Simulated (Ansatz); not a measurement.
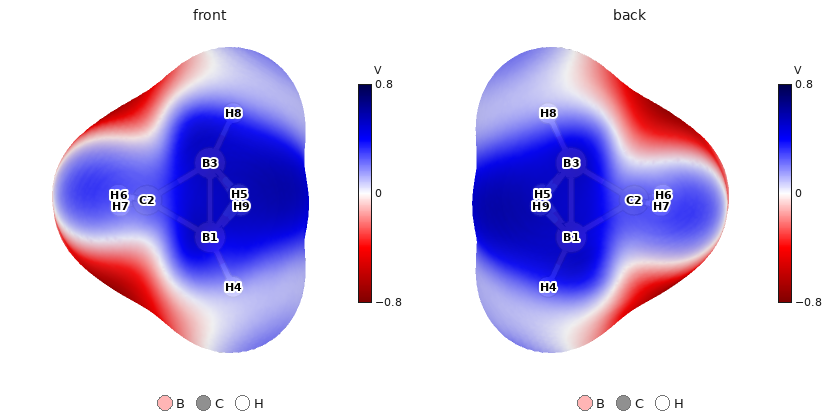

Figure 1: CH6B2. The molecular electrostatic potential painted on the density surface at 0.001 e/bohr³, seen from the front and from behind; the colour scale runs from red (negative) to blue (positive).

Geometry: PBE0-D4/def2-TZVP.

Theory: RKS PBE0-D4/def2-TZVPP (Ansatz).

Input

```
crystal:
  periodic: [false, false, false]
  atoms:
    - {symbol: B, position_ang: [-0.600559, 0.075852, -0.154801]}
    - {symbol: C, position_ang: [0.941373, -0.217318, -0.246963]}
    - {symbol: B, position_ang: [0.237122, -0.335109, 1.153808]}
    - {symbol: H, position_ang: [-1.575141, 0.383749, -0.758414]}
    - {symbol: H, position_ang: [-0.541231, 0.776628, 1.014224]}
    - {symbol: H, position_ang: [1.613284, 0.618313, -0.414672]}
    - {symbol: H, position_ang: [1.261444, -1.130391, -0.738613]}
    - {symbol: H, position_ang: [0.386432, -0.578574, 2.305931]}
    - {symbol: H, position_ang: [-0.889143, -0.952576, 0.693906]}
basis:
  gaussian: {orbitals: def2-TZVPP}
hamiltonian: {xc: pbe0, dispersion: d4}
output: {orbitals: {seedname: orbitals}}
```

Launched as:

```sh
ansatz run in.yaml --threads 2 --pin off --events-out ev --progress --plain --max-ram 4352MiB
```

Q: Describe the electrostatic potential map.

A: The most negative region (about −0.7 V) lies over C2, the most positive (about +0.6 V) over H5 and H9.
